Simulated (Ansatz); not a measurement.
**NCO (nco radical) at USVWN5/STO-3G**

Aim: the energy change on altering one bond length of NCO (nco radical) at USVWN5/STO-3G, from 2 runs. 

The calculation is run with Ansatz 0.2.0.

66 further runs of the same task are left out: 13 that didn't finish, 53 set aside as unsound or not needed.

**1. The molecule**

The species is NCO (3 atoms), meant as a doublet with charge 0. SMILES: `[N]=C=O`. Geometry: relaxed at PBE0-D4/def2-TZVP.

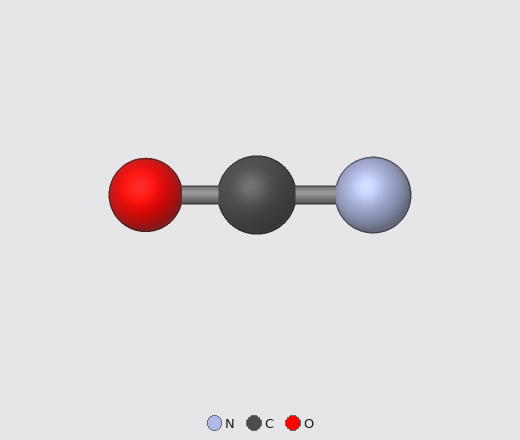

Viewed from a chosen angle; nitrogen light blue, carbon dark grey, oxygen red.

**2. A single-point energy at USVWN5/STO-3G**

Input file run.yaml:

```yaml
crystal:
  periodic: [false, false, false]
  atoms:
    - {symbol: "N", position_ang: [0.968200, 0.423100, 0.579200]}
    - {symbol: C, position_ang: [-0.013800, -0.006000, -0.008300]}
    - {symbol: O, position_ang: [-0.954400, -0.417100, -0.571000]}
basis:
  gaussian: {orbitals: STO-3G}
magnetization: {spin_polarized: true, initial_magnetization: 1}
hamiltonian: {xc: {name: SVWN5}}
accuracy: high
```

Started as:

```console
ansatz run run.yaml --threads 1 --pin off --max-ram 2610MiB --events-out events.jsonl --progress --plain --runs-dir runs
```

What it wrote:

```text
Warning: RAYON_NUM_THREADS=1 ignored (pool sized by the plan → 1); use --threads N
Functional definition: SVWN5
  name "SVWN5"
  exchange = slater_x
  correlation = vwn5_c
251 factors; integrals over basis functions are off by at most 2.2e-8 eV
mean field evaluation 1: about -4470.9766 eV, gradient 2.2e1 eV
mean field evaluation 2: about -4418.1753 eV, gradient 9.1e1 eV
mean field evaluation 4: about -4473.1618 eV, gradient 1.0e1 eV
mean field evaluation 8: about -4473.7461 eV, gradient 5.6e-1 eV
mean field evaluation 16: about -4473.7016 eV, gradient 7.3e-5 eV
mean field evaluation 32: about -4473.6772 eV, gradient 1.1e0 eV
mean field evaluation 64: about -4473.7016 eV, gradient 3.9e-5 eV
mean field evaluation 96: about -4473.7016 eV, gradient 1.5e-6 eV
mean field evaluation 128: about -4473.7016 eV, gradient 2.7e-3 eV
mean field evaluation 160: about -4473.7016 eV, gradient 1.2e-8 eV
mean field evaluation 192: about -4473.7016 eV, gradient 1.1e-9 eV
mean field evaluation 224: about -4473.7016 eV, gradient 1.1e-9 eV
mean field -4473.70156665 eV, -164.4055001905 hartree, gradient 9.0e-9 eV, S^2 0.754283; 2 other end points of the search recorded, 0 dependent functions left out
reference -4473.70156753 eV, -164.4055002227 hartree; 11, 10 occupied and 4, 5 virtual orbitals, 251 factors
Total energy: -4473.70156753 eV, -164.4055002227 hartree
```

Wall time 34 s (1 thread of Intel Xeon Platinum 8375C at 2.90GHz (Ice Lake), shared host); peak memory 0.1 GiB.

**3. The distorted shape**

Input file job.yaml:

```yaml
basis:
  gaussian: {orbitals: STO-3G}
crystal:
  periodic: [false, false, false]
  atoms:
    - {symbol: N, position_ang: [1.203365, 0.525882, 0.719884]}
    - {symbol: C, position_ang: [0.221365, 0.096782, 0.132384]}
    - {symbol: O, position_ang: [-0.954400, -0.417100, -0.571000]}
magnetization: {spin_polarized: true, initial_magnetization: 1}
hamiltonian: {xc: {name: SVWN5}}
accuracy: high
```

Started as:

```console
ansatz run job.yaml --threads 1 --pin off --max-ram 2610MiB --events-out events.jsonl --progress --plain --runs-dir runs
```

What it wrote:

```text
Warning: RAYON_NUM_THREADS=1 ignored (pool sized by the plan → 1); use --threads N
Functional definition: SVWN5
  name "SVWN5"
  exchange = slater_x
  correlation = vwn5_c
247 factors; integrals over basis functions are off by at most 2.3e-8 eV
mean field evaluation 1: about -4470.3719 eV, gradient 2.3e1 eV
mean field evaluation 2: about -4394.6118 eV, gradient 1.1e2 eV
mean field evaluation 4: about -4471.2591 eV, gradient 1.8e1 eV
mean field evaluation 8: about -4473.4084 eV, gradient 9.4e-1 eV
mean field evaluation 16: about -4473.3523 eV, gradient 2.5e-6 eV
mean field evaluation 32: about -4473.3527 eV, gradient 1.1e-1 eV
mean field evaluation 64: about -4473.3523 eV, gradient 9.5e-8 eV
mean field -4473.35225677 eV, -164.3926632891 hartree, gradient 7.5e-8 eV, S^2 0.757103; 4 other end points of the search recorded, 0 dependent functions left out
reference -4473.35225764 eV, -164.3926633212 hartree; 11, 10 occupied and 4, 5 virtual orbitals, 247 factors
Total energy: -4473.35225764 eV, -164.3926633212 hartree
```

Run time: 4.8 s. Hardware: 1 thread of Intel Xeon Platinum 8375C at 2.90GHz (Ice Lake), shared host; peak memory 0.1 GiB.

**4. Outcome**

Level: USVWN5/STO-3G.

```
                                                         quantity          value
                                        first shape: total energy  -164.40550 Eh
                                                first shape: ⟨S²⟩          0.754
                                    distorted shape: total energy  -164.39266 Eh
                                            distorted shape: ⟨S²⟩          0.757
energy change with the C2–O3 bond stretched from 1.171 to 1.463 Å       0.349 eV
```

With the C2–O3 bond stretched from 1.171 to 1.463 Å the energy rises by 0.35 eV (8.1 kcal/mol). The first shape isn't relaxed at this level, so the change isn't measured from a minimum. The minimal basis adds a large error of its own.
